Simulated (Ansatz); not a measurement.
## Electronic structure of GaHO$_{3}$Si (SMILES O[Si]12[O][Ga]1[O]2) in real space

```yaml
atoms:
  - { symbol: Ga, position_ang: [0.9134, -1.4005, 1.5571] }
  - { symbol: O, position_ang: [-1.9744, -4.4928, 1.0384] }
  - { symbol: O, position_ang: [0.3534, -3.3886, 2.1740] }
  - { symbol: O, position_ang: [-0.9375, -1.9032, 0.4603] }
  - { symbol: Si, position_ang: [-0.8925, -3.2905, 1.2101] }
  - { symbol: H, position_ang: [-2.7063, -4.3419, 0.4240] }
```

Geometry: B3LYP-D3(BJ)/def2-SVP.

These are results of Ansatz 0.2.0, isolated molecule in a Gaussian basis; Kohn-Sham density functional theory, functional PBE0, not measurements.

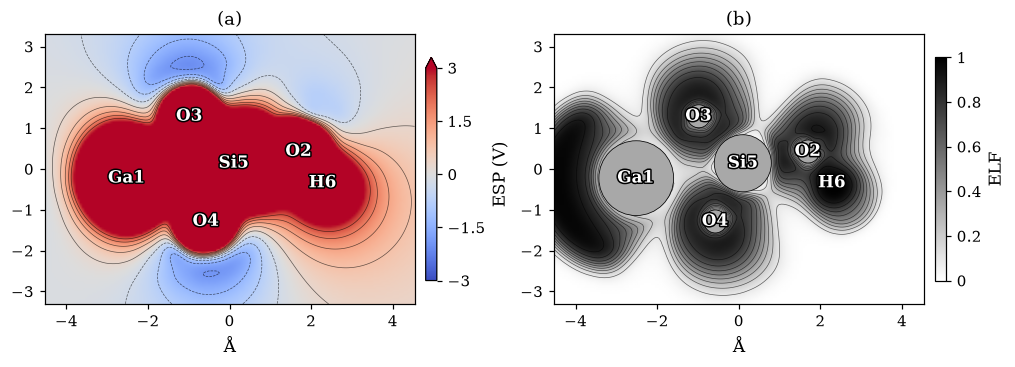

Figure 1. (a) electrostatic potential; (b) electron localisation function on the molecular plane. Grey discs cover the atomic cores in the ELF map.

**What do the fields say about this system?**

The plane passes through Ga, O, Si and H nuclei. Si–O (1.58 Å): the ELF peaks at about 0.85 between the atoms, as expected for a short, strongly polar bond. Ga–O (2.16 Å): the ELF peaks at about 0.85 in the valence shell of O, 0.6 Å from its nucleus, and is about 0.25 at the midpoint. Ga–Si (2.64 Å): the ELF is about 0.15 at the midpoint. O–H (0.97 Å): the ELF climbs to about 1 towards the hydrogen, as it does in any bond to H; an ordinary covalent bond to hydrogen. Si–O (1.63 Å): the ELF peaks at about 0.85 between the atoms, as expected for a short, strongly polar bond. The ELF also peaks beside O4, O2 and O3, away from the bonds: lone-pair regions. Outside the dense part of the molecule the potential is most negative (−2.0 V) near O3.

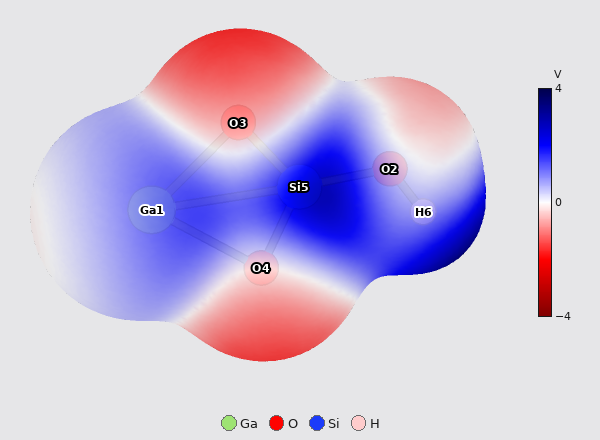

Figure 2. The molecular electrostatic potential painted on the density surface at 0.002 e/bohr³, seen across its widest extent; the colour scale runs from red (negative) to blue (positive).

**Describe the electrostatic potential map.**

The most negative region (about −1.7 V, or −39 kcal/mol for a unit charge) lies over O3, the most positive (about +3.4 V, or +78 kcal/mol for a unit charge) over H6. O3 is the likeliest acceptor of a hydrogen bond.

**What dipole moment does the calculation give?**

Its dipole moment is 1.88 D.

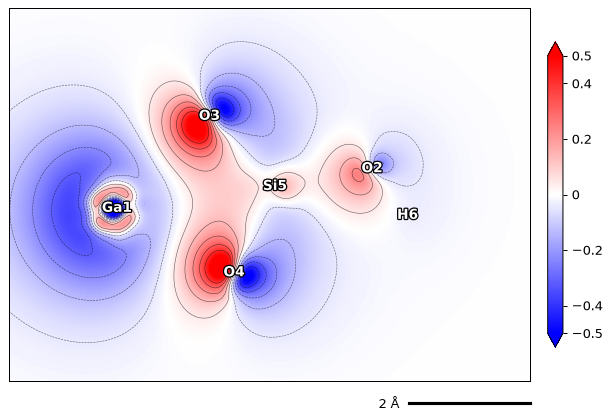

Figure 3. The HOMO on the molecular plane (values in Å⁻³ᐟ²; the overall sign is arbitrary).

**What is the character of this orbital?**

It lies mainly on Ga1 (about 75 %), O4 (about 10 %) and O3 (about 10 %); it is symmetric in the molecular plane (an in-plane orbital: σ, lone-pair or in-plane π type). Its energy is −7.11 eV.

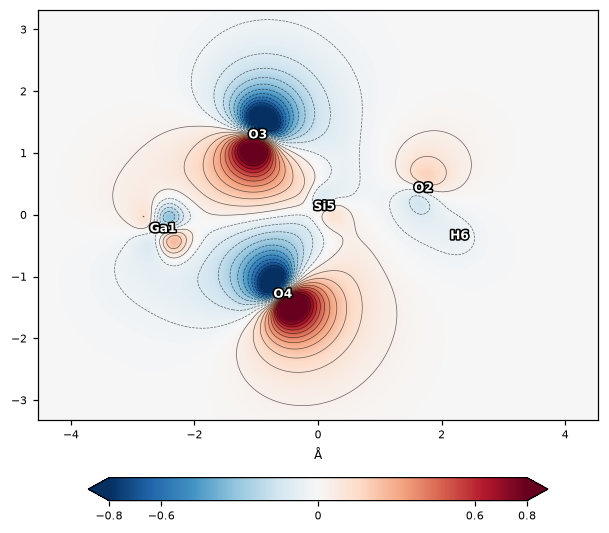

Figure 4. The HOMO−1 on the molecular plane (values in Å⁻³ᐟ²; the overall sign is arbitrary).

**What is the character of this orbital?**

Its weight (Hirshfeld) is mainly on O4 (about 45 %) and O3 (about 40 %); it is symmetric in the molecular plane (an in-plane orbital: σ, lone-pair or in-plane π type); largely a combination of lone pairs on O4 and O3. Its energy is −8.74 eV.
